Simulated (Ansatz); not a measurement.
**What Ta2NF2 monolayer distorts into**

Aim: this structure of Ta2NF2 monolayer is to be tested for unstable modes, and one is followed downhill.

Method: DFT PBE, scalar-relativistic, plane waves, PAW; PAW set soft_1, in Ansatz 0.2.0.

## (1) The starting structure

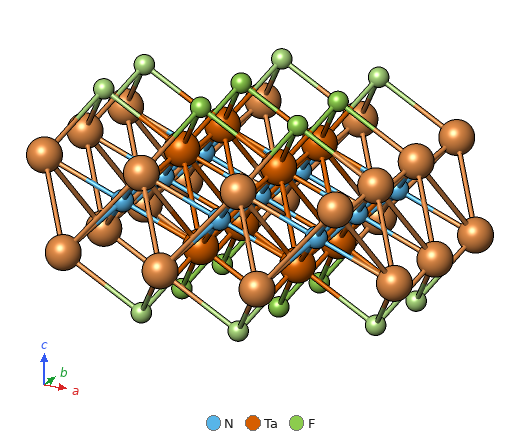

Start, viewed slightly off an axis; nitrogen blue, tantalum orange, fluorine green. 2×2×1 cells are drawn. Some periodic images of atoms are drawn too.

The cell holds 5 atoms: 1 N, 2 Ta and 2 F. Its edges and angles: a = 3.302 Å, b = 3.302 Å, c = 33.200 Å, α = 90.0°, β = 90.0°, γ = 120.0°. Vacuum lies along c.

As a file:

```cif
data_structure
_symmetry_space_group_name_H-M 'P 1'
_symmetry_Int_Tables_number 1
_cell_length_a 3.3022
_cell_length_b 3.3022
_cell_length_c 33.2000
_cell_angle_alpha 90.000
_cell_angle_beta 90.000
_cell_angle_gamma 120.000
_cell_volume 313.53
loop_
_atom_site_label
_atom_site_type_symbol
_atom_site_fract_x
_atom_site_fract_y
_atom_site_fract_z
_atom_site_occupancy
N1 N 0.00000 0.00000 0.30120 1
Ta2 Ta 0.33333 0.66667 0.33106 1
Ta3 Ta 0.66667 0.33333 0.27135 1
F4 F 0.66667 0.33333 0.37117 1
F5 F 0.33333 0.66667 0.23123 1
```

## (2) The dispersion

The cell comes from relaxations at this level that are not shown. Stability and thermal properties need the whole zone. Linear response on a 6×6×1 q mesh gives force constants as far as a supercell of that size would.

The input, input.yaml:

```yaml
crystal:
  lattice:
    - [3.3022391433, 0.0, 0.0]
    - [-1.6511195716, 2.8598229874, 0.0]
    - [0.0, 0.0, 33.2]
  atoms:
    - { symbol: "N", position: [0.0, 0.0, 0.3012048193] }
    - { symbol: Ta, position: [0.3333333333, 0.6666666667, 0.3310625351] }
    - { symbol: Ta, position: [0.6666666667, 0.3333333333, 0.2713471035] }
    - { symbol: F, position: [0.6666666667, 0.3333333333, 0.3711747579] }
    - { symbol: F, position: [0.3333333333, 0.6666666667, 0.2312348807] }
  periodic: [true, true, false]
kpoints:
  mp_grid: { grid: [12, 12, 1] }
hamiltonian:
  xc: pbe
  pseudopotentials: { kind: paw, azcp: { folder: soft_1 } }
scf:
  occupations: { method: methfessel_paxton, width: 0.2 }
output:
  eigenvalues: true
phonons:
  method: dfpt
  qmesh: [6, 6, 1]
  temperatures: { t_max: 1000, t_step: 50 }
  qpath:
    path:
      - [0.0, 0.0, 0.0]
      - [0.5, 0.0, 0.0]
      - [0.33333333, 0.33333333, 0.0]
      - [0.0, 0.0, 0.0]
    npoints: 10
```

The run is started by

```bash
$ ansatz run input.yaml --threads 8 --pin off --max-ram 16384MiB --backend cpu --events-out ev --progress --plain --runs-dir out
```

Numbers of over 12 decimals in the logs are rounded to 6 here.

Output:

```text
Warning: crystal.symmetry: narrowed to the stabiliser of the run's FFT grids — unitary ops 12 → 6. A phonons.method: dfpt run fills in the rows of the dynamical matrix that it does not solve by its symmetry operations, which is exact only for operations that map its FFT grids onto themselves: filled in by any other, the frequencies could depend on the order in which like atoms are typed, or, by more than the grids' own error, on where the crystal sits among the grids' points. Excluded: 6 operations. The run can therefore solve more perturbations, solve them on more k-points, or both, and cost more. [rest of the remark cut]
Engine: ansatz 0.2.0, aarch64-unknown-linux-gnu
Pseudopotentials: kind: paw
Pseudopotential: N, paw, valence charge 5, recommended cutoff 420 eV (normal), soft_1/N.paw.azcp
Pseudopotential: Ta, paw, valence charge 13, recommended cutoff 420 eV (normal), soft_1/Ta.paw.azcp
Pseudopotential: F, paw, valence charge 7, recommended cutoff 420 eV (normal), soft_1/F.paw.azcp
Functional definition: PBE
  parameter kappa = 0.804
  parameter beta = 0.066725
  exchange = pbe_x(kappa = kappa, mu = beta*pi^2/3)
  correlation = pbe_c(beta = beta)
Crystal: 5 atoms, lattice volume = 313.535 Å³
Basis set: ecut = 420 eV, 6243 PW (Γ), exchange–correlation on 48×48×450 points (8 copies of the dense FFT grid, shifted against one another)
Bands: 28, of which v1, the nominal top of the filled ones, is band 23 counted from 1 (22 counted from 0)
Symmetry: 12 space group operations
k-points: 19 of 144 (irreducible under 6 space group operations, time reversal used)
Non-local potential: N, projectors of the file, l = 0: 2, l = 1: 2, l = 2: 1
Non-local potential: Ta, projectors of the file, l = 0: 3, l = 1: 2, l = 2: 2, l = 3: 1
Non-local potential: F, projectors of the file, l = 0: 2, l = 1: 2, l = 2: 1
PAW form: soft (Blöchl's): semilocal exchange-correlation on the pseudo side does not see the compensation charge
PAW one-centre angular grid: N, 110 points (default); XC on 64 Gauss nodes
PAW one-centre angular grid: Ta, 590 points (default); XC on 64 Gauss nodes
PAW one-centre angular grid: F, 110 points (default); XC on 64 Gauss nodes
Initial density: superposition of atomic densities (neutral atoms: chi_scale 0, normalization atom)
Initial wavefunctions: pseudopotential atomic-orbital guess
Functional: x = pbe(κ = 0.804, μ = 0.219515), c = pbe(β = 0.066725)
SCF iter   1: F=—  HF=-21872.800392 eV  |F-HF|=—  |Δ(HF+E_count)|=         —  Δρ=5.56e-2  dr2=1.36e1  ethr=3.10e-3  ⟨swp⟩=10.3  Hψ=3547  notcnv=0
preconditioner: auto → LDOS  [metal: Δε(μ)=0.088 eV  Ē_g=10.245 eV  σ=0.200 eV  W_gap=0.36  n_scr=20 (ndim 8)  ℏωp=10.5 eV  f_vac=0.776  D(μ)=2.06/eV (n_scr^D=10)  β→1.0]
SCF iter   2: F=—  HF=-21870.732043 eV  |F-HF|=—  |Δ(HF+E_count)|=    2.07e0  S|Δr|=    0.00e0  Δρ=4.82e-2  dr2=5.36e0  ethr=3.10e-3  ⟨swp⟩=5.3  Hψ=1920  notcnv=0  defer=12
SCF iter   3: F=—  HF=-21869.347487 eV  |F-HF|=—  |Δ(HF+E_count)|=    1.38e0  S|Δr|=    0.00e0  Δρ=1.39e-2  dr2=3.99e-1  ethr=3.10e-3  ⟨swp⟩=4.4  Hψ=1691  notcnv=0  defer=9
SCF iter   4: F=—  HF=-21869.232464 eV  |F-HF|=—  |Δ(HF+E_count)|=   1.15e-1  S|Δr|=    0.00e0  Δρ=1.96e-3  dr2=1.14e-2  ethr=8.86e-4  ⟨swp⟩=2.9  Hψ=1101  notcnv=0  defer=9
SCF iter   5: F=—  HF=-21869.235108 eV  |F-HF|=—  |Δ(HF+E_count)|=   2.64e-3  S|Δr|=    0.00e0  Δρ=4.96e-4  dr2=8.64e-4  ethr=2.53e-5  ⟨swp⟩=3.3  Hψ=1307  notcnv=0  defer=9
SCF iter   6: F=—  HF=-21869.235058 eV  |F-HF|=—  |Δ(HF+E_count)|=   5.02e-5  S|Δr|=    0.00e0  Δρ=1.43e-4  dr2=3.94e-5  ethr=1.92e-6  ⟨swp⟩=3.6  Hψ=1228  notcnv=0  defer=9
SCF iter   7: F=—  HF=-21869.235105 eV  |F-HF|=—  |Δ(HF+E_count)|=   4.68e-5  S|Δr|=    0.00e0  Δρ=3.46e-5  dr2=3.62e-6  ethr=8.75e-8  ⟨swp⟩=4.0  Hψ=1371  notcnv=0  defer=9
SCF iter   8: F=—  HF=-21869.234926 eV  |F-HF|=—  |Δ(HF+E_count)|=   1.79e-4  S|Δr|=    0.00e0  Δρ=7.62e-6  dr2=2.35e-7  ethr=8.05e-9  ⟨swp⟩=3.3  Hψ=1245  notcnv=0  defer=9
SCF iter   9: F=—  HF=-21869.234926 eV  |F-HF|=—  |Δ(HF+E_count)|=   4.47e-7  S|Δr|=    0.00e0  Δρ=1.55e-6  dr2=6.47e-9  ethr=5.23e-10  ⟨swp⟩=3.5  Hψ=1225  notcnv=0  defer=9
SCF iter  10: F=—  HF=-21869.234926 eV  |F-HF|=—  |Δ(HF+E_count)|=   4.55e-8  S|Δr|=    0.00e0  Δρ=1.53e-7  dr2=6.54e-11  ethr=1.44e-11  ⟨swp⟩=3.7  Hψ=1279  notcnv=0  defer=9
SCF iter  11: F=-21869.234926 eV  HF=-21869.234926 eV  |F-HF|=3.64e-11  |Δ(HF+E_count)|=   1.25e-9  S|Δr|=    0.00e0  Δρ=4.17e-8  dr2=5.40e-12  ethr=1.00e-12  ⟨swp⟩=22.3  Hψ=5581  notcnv=0
SCF 1 converged in 11 iterations: F = -21869.234926 eV  dr2 = 5.40e-12
  greatest PAW one-centre occupation: 0.999 electrons in one spin orbital (limit 2), on the Ta atom at site 2 (counted from 0), in its partial waves of l = 0
phonons: the bands overlap, so this run is a metal and interpolates without the dipole-dipole term. If the crystal is really an insulator or semiconductor, its LO-TO splitting is missing
NSCF: frozen V_eff on 19 k-points
WARN: eigensolver did not converge (k=1): 1 band(s) unlocked after 2 eigensolves, warm-restarted (20 sweeps on the last) at ethr=1.72e-12 eV (storage-precision floor; scheduled 1.00e-12 eV) (lowest unlocked band 27, counted from 0; max residual 5.16e-5 eV among the unlocked bands, 5.16e-5 eV over every band; other slots of this pass that fall short are told together in one closing line; warning suppressed until the next SCF loop or pass starts)
WARN: eigensolver did not converge in 4 slots of this pass, the one above among them; of largest residual over every band (k=3): 1 band(s) unlocked (lowest unlocked band 27, counted from 0; max residual 2.18e-3 eV among the unlocked bands, 2.18e-3 eV over every band); of lowest unlocked band (k=1): band 27
NSCF: frozen V_eff on 43 k-points
DFPT response loops at q = (0, 0, 0) (fractional): preconditioner auto → none (partly filled bands, converged f_vac=0.785); β = 0.50; Broyden in place of MSR1
NSCF: frozen V_eff on 156 k-points
DFPT response loops at q = (0, 0.166667, 0) (fractional): mixed as the last ones told, above
NSCF: frozen V_eff on 156 k-points
DFPT response loops at q = (0, 0.333333, 0) (fractional): mixed as the last ones told, above
NSCF: frozen V_eff on 86 k-points
DFPT response loops at q = (0, -0.5, 0) (fractional): mixed as the last ones told, above
NSCF: frozen V_eff on 288 k-points
DFPT response loops at q = (0.166667, 0.166667, 0) (fractional): mixed as the last ones told, above
NSCF: frozen V_eff on 288 k-points
DFPT response loops at q = (0.166667, 0.333333, 0) (fractional): mixed as the last ones told, above
NSCF: frozen V_eff on 156 k-points
DFPT response loops at q = (0.333333, 0.333333, 0) (fractional): mixed as the last ones told, above
SCF converged after 11 iterations
Stability not checked: this state was not tested for a lower state beside it, because cold or Methfessel-Paxton smearing, or corrected tetrahedra, fill the levels in a way that the test cannot read (fill_not_monotonic; see scf.lower_state_search)
Free energy (F): -21869.234926 eV
Harris-Foulkes:  -21869.234926 eV  (|F-HF|=3.64e-11)
Internal energy: -21869.238580 eV  (E = F + TS)
E sigma→0 (E₀):  -21869.235839 eV
Entropy (-TS):   0.003654 eV (0.731 meV/atom)
Fermi energy:    -3.631480 eV
--- Per-component energies (eV) ---
  E_band       = -1158.911954
  E_kinetic    = 1316.420975
  E_local      = -128563.667354  (includes V_loc(G=0)·N_el)
  E_nonlocal   = 186.940989
  E_hartree    = 63506.809464
  E_xc         = -856.575575
  E_vxc        = -741.082597  (∫ρ·V_xc dr)
  E_paw        = -17146.852556  (= ΣΔE_a)
  E_vpaw       = -371.145727  (= ΣTr[D̂ρ^β])
  E_aug_tail   = 0.002468  (compensation charges beyond the density's cutoff)
  E_ewald      = 59687.683010
  E_smearing   = 0.003654  (= −TS)
  E_closure    = -0.000000  (closes the sum)
  Σ components = -21869.234926   (vs F -21869.234926, Δ=0.00e0)
--- Band table (eV; the first three rows and the last of 19) ---
  k-point 0: bands = [... 19 lower, -9.9953, -6.0444, -6.0444, -4.3226, -3.7445, -2.4378, -1.9890, -1.9890, ... 1 higher]
  k-point 1: bands = [... 19 lower, -9.9663, -6.2068, -5.9087, -4.1389, -3.4211, -2.6513, -2.4372, -2.0053, ... 1 higher]
  k-point 2: bands = [... 19 lower, -9.9462, -6.5309, -5.5274, -3.9715, -2.9479, -2.7529, -2.4866, -1.9666, ... 1 higher]
  k-point 18: bands = [... 19 lower, -10.1067, -5.2549, -5.2549, -5.1692, -1.5898, -1.5898, -1.2657, -0.4572, ... 1 higher]
--- Phonons (Γ-DFPT): 10 representative perturbations + reference (Σ response iterations 51) ---
  ASR residual: 6.146e-5 → 0.000e0 eV/Å²; symmetrization residual: 7.041e-6 eV/Å²
  The last average, over the group as it would stand without the narrowing to the FFT grids, took up to 4.148e-6 eV/Å² of the zone centre's force constants
  ASR residual per site (eV/Å²): 1.56e-5 6.15e-5 5.31e-5 3.47e-5 2.16e-5
  Γ frequencies (cm⁻¹): 0.00 0.00 0.00 105.08 105.08 179.66 179.66 195.44 195.44 228.06 343.36 359.18 425.94 608.53 608.53
--- Phonons (arbitrary-q DFPT): 7 irreducible q on the 6×6×1 mesh ---
  q = [0.0000, 0.0000, 0.0000] (star 1, of the zone-centre solve; hermiticity 5.18e-7, symmetrization 4.73e-11, taken by the last average 1.53e-7): -0.00 0.00 0.00 105.08 105.08 179.66 179.66 195.44 195.44 228.06 343.36 359.18 425.94 608.53 608.53
  q = [0.0000, 0.1667, 0.0000] (star 6, 15 solved perturbations on 78 of 144 k-point pairs; hermiticity 4.18e-7, symmetrization 1.29e-10, taken by the last average 4.25e-7): -66.28 -21.18 30.72 93.31 96.15 179.52 183.41 192.11 192.37 211.16 330.80 334.30 400.11 594.86 603.47
  q = [0.0000, 0.3333, 0.0000] (star 6, 15 solved perturbations on 78 of 144 k-point pairs; hermiticity 6.45e-7, symmetrization 1.24e-10, taken by the last average 6.40e-7): -72.93 -35.89 94.73 101.92 117.22 165.57 179.83 190.27 191.29 200.51 307.95 325.34 396.96 600.47 607.54
  q = [0.0000, -0.5000, 0.0000] (star 3, 15 solved perturbations on 43 of 144 k-point pairs; hermiticity 3.36e-6, symmetrization 2.94e-6, taken by the last average 5.65e-7): -122.48 -45.14 99.23 123.44 135.30 159.54 173.92 179.07 188.10 192.93 296.92 318.88 402.04 585.65 600.11
  q = [0.1667, 0.1667, 0.0000] (star 6, 10 solved perturbations in 1110 linear systems a pass and spin channel, the states on 144 of 144 k-point pairs; hermiticity 4.32e-7, symmetrization 1.51e-10, taken by the last average 4.67e-7): -75.93 -38.75 76.69 89.63 118.76 170.98 182.61 182.97 192.99 203.32 313.21 327.29 388.50 603.86 604.72
  q = [0.1667, 0.3333, 0.0000] (star 12, 15 solved perturbations on 144 of 144 k-point pairs: no pair is spared here; hermiticity 9.61e-7, symmetrization 0.00e0, taken by the last average 5.45e-7): -101.29 -82.59 63.15 119.96 144.19 167.79 173.56 176.60 184.04 194.23 302.36 317.36 396.20 593.36 604.78
  q = [0.3333, 0.3333, 0.0000] (star 2, 10 solved perturbations in 545 linear systems a pass and spin channel, the states on 78 of 144 k-point pairs; hermiticity 3.85e-7, symmetrization 6.54e-7, taken by the last average 5.30e-7): -95.19 -72.59 -72.59 140.98 140.98 161.02 168.28 181.70 181.70 189.25 310.45 310.45 396.08 606.60 606.60
  sum rule: each row above includes the acoustic sum rule's correction from the zone centre's row sums; it moved no ω² by more than (0.70 cm⁻¹)²
  mesh force constants: q→R imaginary residual 2.93e-18; ASR residual 6.146e-5 → 0.000e0 eV/Å²; symmetrization residual 1.776e-14 eV/Å²
  interpolated dispersion: 31 rows × 15 modes
  density of states and harmonic sums: on the 24×24×1 q-mesh, interpolated from the force constants of a 6×6×1 supercell (no non-analytic term)
  largest difference from the sums on the solved wave vectors: F 2.28e-2 eV, S 2.69e-5 and C_V 4.33e-6 eV/K
  zero-point energy: 0.213823 eV/cell   skipped modes (ω ≤ 0): 126, of them read as no rigid motion or as one in doubt: 123 (2.031e0 modes/cell left out, lowest -122.48 cm⁻¹)   left out of the sums: 1.36e-1 of the cell's modes: C_V's classical limit lies that fraction below 3 k_B per atom; for a crystal, a wire or a layer, F and S can be off by more, and a phonons.interpolated_qmesh denser along its periods is the remedy for the sampling
```

Elapsed: 18 min, on 8 threads of Arm Neoverse V2, shared host; peak memory 3.1 GiB; 2.3 h of CPU time.

This step gave:

```yaml
gap_on_the_k_mesh: 0 eV
sum_rule_residual_before_enforcement: 6.15e-5 eV/Å²
lowest_frequency_on_the_path: -122.5 cm⁻¹
point_group: -3m
highest_frequency_on_the_path_or_at_a_solved_wavevector: 608.5 cm⁻¹
area_per_atom: 1.889 Å²
highest_optical_mode_at_the_zone_centre_no_lo_to_term: 608.5 cm⁻¹
lowest_optical_zone_centre_mode: 105.1 cm⁻¹
lowest_mode_on_the_q_mesh_acoustic_modes_at_gamma_apart: -122.5 cm⁻¹
```

Frequencies (cm⁻¹) solved at each irreducible wavevector; negative means imaginary. Frequencies by wavevector, by row:

| q in reciprocal lattice units | star | mode 1 | mode 2 | mode 3 | mode 4 | mode 13 | mode 14 | mode 15 |
| --- | --- | --- | --- | --- | --- | --- | --- | --- |
| 0 0 0 | 1 | 0 | 0 | 0 | 105.1 | 425.9 | 608.5 | 608.5 |
| 0 0.1667 0 | 6 | -66.3 | -21.2 | 30.7 | 93.3 | 400.1 | 594.9 | 603.5 |
| 0 0.3333 0 | 6 | -72.9 | -35.9 | 94.7 | 101.9 | 397 | 600.5 | 607.5 |
| 0 -0.5 0 | 3 | -122.5 | -45.1 | 99.2 | 123.4 | 402 | 585.6 | 600.1 |
| 0.1667 0.1667 0 | 6 | -75.9 | -38.8 | 76.7 | 89.6 | 388.5 | 603.9 | 604.7 |
| 0.1667 0.3333 0 | 12 | -101.3 | -82.6 | 63.1 | 120 | 396.2 | 593.4 | 604.8 |
| 0.3333 0.3333 0 | 2 | -95.2 | -72.6 | -72.6 | 141 | 396.1 | 606.6 | 606.6 |

Interpolated from a 6×6×1 q mesh. The phonon branches at the labelled points (cm⁻¹):

| point | branch 1 | branch 2 | branch 3 | branch 4 | branch 12 | branch 13 | branch 14 | branch 15 |
| --- | --- | --- | --- | --- | --- | --- | --- | --- |
| Γ | 0 | 0 | 0 | 105 | 359 | 426 | 608 | 608 |
| M | -122 | -45 | 99 | 123 | 319 | 402 | 586 | 600 |
| K | -95 | -73 | -73 | 141 | 310 | 396 | 607 | 607 |
| Γ | 0 | 0 | 0 | 105 | 359 | 426 | 608 | 608 |

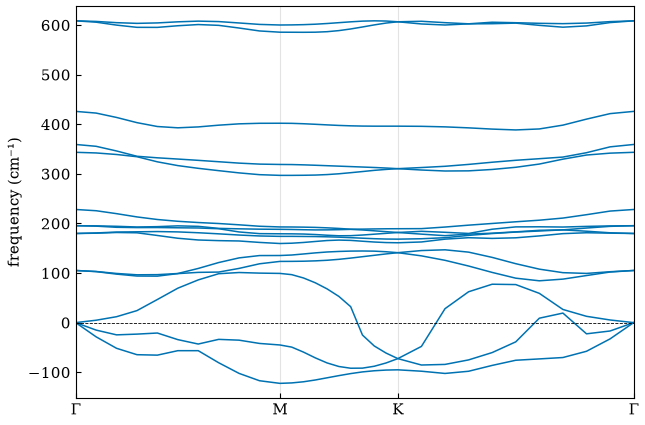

Phonon branches along the path.

Symmetry leaves 7 wavevectors to solve. The lowest mode among them, the acoustic zeros apart, lies at q = (0, -0.5, 0) and is imaginary, 122.5i cm⁻¹, so the energy falls along it.

## (3) The mode frozen in, largest atomic shift 0 Å

The mode followed lies at q = (0.333, 0.333, 0) with frequency 95.2i cm⁻¹, one of the unstable modes though not the softest. At small amplitude the distorted cell has space group no. 147 by a symmetry search on the positions. The undistorted cell that holds it gives the zero of energy on the same k mesh.

System of this step: Ta2NF2 monolayer. The cell holds 15 atoms: 3 N, 6 Ta and 6 F. Cell: a = 5.720 Å, b = 5.720 Å, c = 33.200 Å, α = 90.0°, β = 90.0°, γ = 60.0°. It derives from Ta2NF2. Vacuum lies along c.

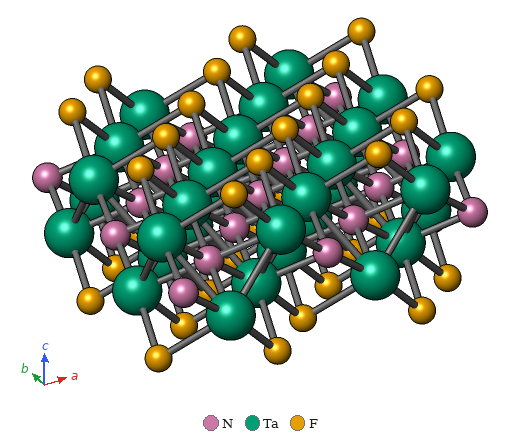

The cell of this step (nitrogen pink, tantalum teal, fluorine orange). 2×2×1 cells are drawn. Some periodic images of atoms are drawn too.

The input, input.yaml:

```yaml
crystal:
  lattice:
    - [4.9533587149, 2.8598229874, 0.0]
    - [0.0, 5.7196459749, 0.0]
    - [0.0, 0.0, 33.2]
  atoms:
    - { symbol: "N", position: [0.3333333333, 0.3333333333, 0.3012048193] }
    - { symbol: "N", position: [0.6666666667, 0.6666666667, 0.3012048193] }
    - { symbol: "N", position: [0.0, 1.0, 0.3012048193] }
    - { symbol: Ta, position: [1.0, 0.3333333333, 0.3310625351] }
    - { symbol: Ta, position: [0.3333333333, 0.6666666667, 0.3310625351] }
    - { symbol: Ta, position: [0.6666666667, 1.0, 0.3310625351] }
    - { symbol: Ta, position: [0.3333333333, 0.0, 0.2713471035] }
    - { symbol: Ta, position: [0.6666666667, 0.3333333333, 0.2713471035] }
    - { symbol: Ta, position: [0.0, 0.6666666667, 0.2713471035] }
    - { symbol: F, position: [0.3333333333, 0.0, 0.3711747579] }
    - { symbol: F, position: [0.6666666667, 0.3333333333, 0.3711747579] }
    - { symbol: F, position: [0.0, 0.6666666667, 0.3711747579] }
    - { symbol: F, position: [1.0, 0.3333333333, 0.2312348807] }
    - { symbol: F, position: [0.3333333333, 0.6666666667, 0.2312348807] }
    - { symbol: F, position: [0.6666666667, 1.0, 0.2312348807] }
  periodic: [true, true, false]
kpoints:
  mp_grid: { grid: [9, 9, 1] }
hamiltonian:
  xc: pbe
  pseudopotentials: { kind: paw, azcp: { folder: soft_1 } }
scf:
  occupations: { method: methfessel_paxton, width: 0.2 }
output:
  forces: true
  stress: true
  eigenvalues: true
```

Output:

```text
[...]
Crystal: 15 atoms, lattice volume = 940.604 Å³
Basis set: ecut = 420 eV, 18519 PW (Γ), exchange–correlation on 80×80×450 points (8 copies of the dense FFT grid, shifted against one another)
Bands: 83, of which v1, the nominal top of the filled ones, is band 68 counted from 1 (67 counted from 0)
Symmetry: 36 space group operations
[...]
k-points: 12 of 81
[...]
k-point 1: bands = [... 64 lower, -5.4357, -4.8747, -4.7322, -4.4375, -4.2128, -3.5502, -2.5852, -2.3301, ... 11 higher]
  k-point 2: bands = [... 64 lower, -5.5764, -4.4687, -4.1863, -3.9723, -3.6894, -3.1266, -2.7728, -2.6294, ... 11 higher]
  k-point 11: bands = [... 64 lower, -4.3121, -4.3121, -4.0502, -4.0502, -4.0502, -2.5831, -2.5831, -2.5831, ... 11 higher]
  ° read free of the cell's end (the report's vacuum.weakly_bound_levels)
[key lines of the parts left out:]
SCF converged after 9 iterations
Free energy (F): -65607.691537 eV
Fermi energy:    -3.636653 eV
P = ½ c Tr σ = 0.1259 N/m
```

The job ended after 9.9 s (8 threads; peak memory 3.4 GiB).

This run has no spin polarisation although its electron count is odd.

Numbers from this step:

- energy from the undistorted cell: 0 meV/atom

[end of part 1 of 3]

[Logs are printed without paths, hosts, clocks, repeated set-up lines and the standing remarks that a program may print on its own settings, such as how far it seeks lower states.]

[Hosts, paths, dates, database ids (printed as entryN), source tags and the programs' standing remarks are cut or masked in the printed files.]
